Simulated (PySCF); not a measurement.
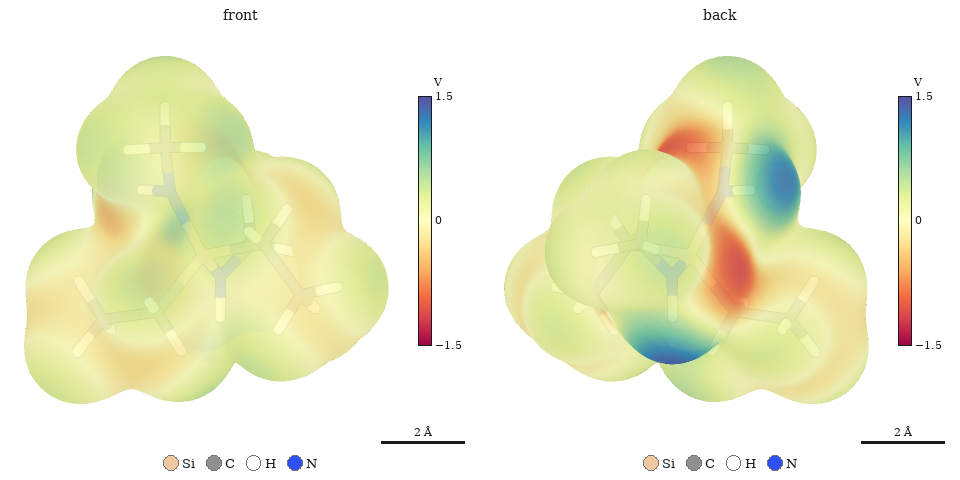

Figure. C6H18N2Si (SMILES CC[Si](CC)(NC)NC). The electrostatic potential painted on the density surface at 0.002 e/bohr³, seen from the front and from behind; the colour scale runs from red (negative) to blue (positive).

Geometry: PBE0-D3(BJ)/def2-SVP.

Computed with PBE0/pcSseg-1, SCF density, gas phase, non-relativistic in PySCF 2.14.0.

Input

```
{"job": {"kind": "nmr", "xc": "PBE0", "basis": "pcSseg-1"}, "charge": 0, "multiplicity": 1}
Si    -0.032765     0.023216     0.043050
C     -0.075370    -0.128450     1.924866
C     -1.469044     0.029241     2.526186
H      0.607923     0.637500     2.333825
H      0.366648    -1.098522     2.216935
H     -1.465151    -0.045022     3.625496
H     -1.901988     1.008328     2.264089
H     -2.161497    -0.736808     2.142534
C      1.759598     0.035437    -0.549948
C      2.504684    -1.255213    -0.216828
H      2.290399     0.903169    -0.119407
H      1.750168     0.200013    -1.642287
H      3.527167    -1.265259    -0.626864
H      2.590806    -1.405240     0.871505
H      1.977951    -2.134593    -0.621557
N     -0.800129     1.443613    -0.599483
C     -0.208180     2.733351    -0.845076
H     -1.811152     1.468226    -0.517671
H     -0.268545     3.433947     0.011913
H      0.859161     2.620818    -1.089241
H     -0.674295     3.237031    -1.710033
N     -0.974422    -1.311132    -0.544843
C     -1.297346    -1.543140    -1.930334
H     -1.059549    -2.129257     0.046759
H     -2.313963    -1.957049    -2.054030
H     -1.276220    -0.582888    -2.468649
H     -0.597471    -2.226936    -2.450526
```

Command:

```sh
OMP_NUM_THREADS=1 python probes_run.py task.json out
```

Question: Which sites attract a positive test charge, and which a negative one?

Answer: A positive charge is drawn to the negative regions and a negative charge to the positive ones. The most negative region (about −1.0 V) lies over N16 and N22, the most positive (about +1.3 V) over H18 and H24.

Question: How polar is the molecule by this calculation?

Answer: Its dipole moment is 0.25 D.
